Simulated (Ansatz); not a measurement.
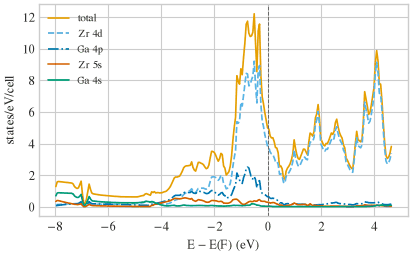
Total and projected density of states of Zr₂Ga in space group I4/mcm (No. 140; Zr on 8h, Ga on 4a), DFT-r²SCAN in the program Ansatz with PAW potentials

### Question
Which orbitals carry the states next to the Fermi level?

### Answer
Within 0.5 eV of the Fermi level: Zr 4d 77 %, Ga 4p 13 %. Projections are on Löwdin-orthogonalised atomic valence shells; empty p or d shells of many metals are not among them.

### Question
Where is the tallest occupied peak in this window, and what makes it?

### Answer
Near -0.5 eV, about 12 states/eV per cell; the largest projected share is Zr 4d.

The first step of the workflow began from a Materials Project structure, measured or hypothetical; the Crystallography Open Database files this formula in space group No. 140, but the cells were not matched. Whether it is the stable phase at ambient conditions was not checked. The r²SCAN relaxation kept the symmetry of its start; whether a distortion lowers the energy is not shown. The run is not spin-polarised. Scalar-relativistic: spin–orbit coupling is off unless named, which matters more the heavier the elements.

Potentials: the earlier of the program's two PAW sets.
